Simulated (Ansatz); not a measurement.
# P2C: the cost of one run

Program: Ansatz 0.2.0. Level of theory: DFT PBE, scalar-relativistic, plane waves, PAW. These are calculated values, not measurements.

## Step 1: The starting structure

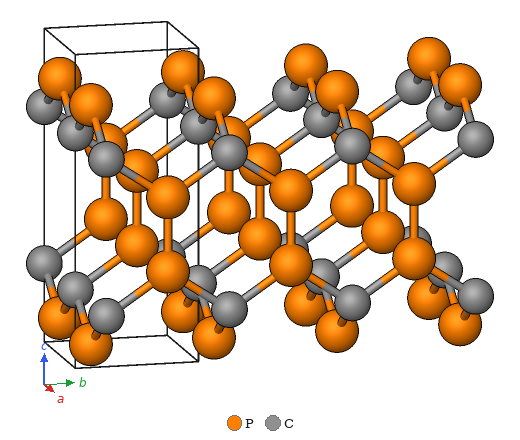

Start, viewed slightly off an axis; phosphorus orange, carbon grey. 2×3×1 cells are drawn. Atoms on the faces are drawn again on the opposite ones.

As a file:

```cif
data_structure
_symmetry_space_group_name_H-M 'P 1'
_symmetry_Int_Tables_number 1
_cell_length_a 2.8858
_cell_length_b 2.8858
_cell_length_c 7.3018
_cell_angle_alpha 90.000
_cell_angle_beta 90.000
_cell_angle_gamma 90.000
_cell_volume 60.81
loop_
_atom_site_label
_atom_site_type_symbol
_atom_site_fract_x
_atom_site_fract_y
_atom_site_fract_z
_atom_site_occupancy
P1 P 0.00000 0.50000 0.38136 1
P2 P 0.50000 0.00000 0.11864 1
P3 P 0.00000 0.50000 0.61864 1
P4 P 0.50000 0.00000 0.88136 1
C1 C 0.00000 0.00000 0.75000 1
C2 C 0.00000 0.00000 0.25000 1
```

The cell is invented: 3-, 4-connected net, elements by coordination (P4_2/mmc, No. 131). Lengths come from tabulated atomic sizes and are only a guess.

## Step 2: The guess as it stands, on a coarse mesh

Contents of input.yaml:

```yaml
crystal:
  lattice:
    - [2.88581723, 0.0, 0.0]
    - [0.0, 2.88581723, 0.0]
    - [0.0, 0.0, 7.30176698]
  atoms:
    - { symbol: P, position: [0.0, 0.5, 0.38135694] }
    - { symbol: P, position: [0.5, 0.0, 0.11864306] }
    - { symbol: P, position: [0.0, 0.5, 0.61864306] }
    - { symbol: P, position: [0.5, 0.0, 0.88135694] }
    - { symbol: C, position: [0.0, 0.0, 0.75] }
    - { symbol: C, position: [0.0, 0.0, 0.25] }
basis:
  ecutwfc: 420
kpoints:
  mp_grid: { grid: [6, 6, 4] }
hamiltonian:
  xc: pbe
scf:
  occupations: { method: gaussian, width: 0.1 }
  lower_state_search: "off"
output:
  forces: true
  stress: true
  eigenvalues: true
```

Command:

```console
$ ansatz run input.yaml --threads 1 --pin off --max-ram 2560MiB --backend cpu --events-out ev --progress --plain --runs-dir out
```

What time and memory should one allow on 1 thread of Intel Xeon Platinum 8375C at 2.90GHz (Ice Lake), shared host?

About 1.9 s, with a peak of 0.46 GiB.
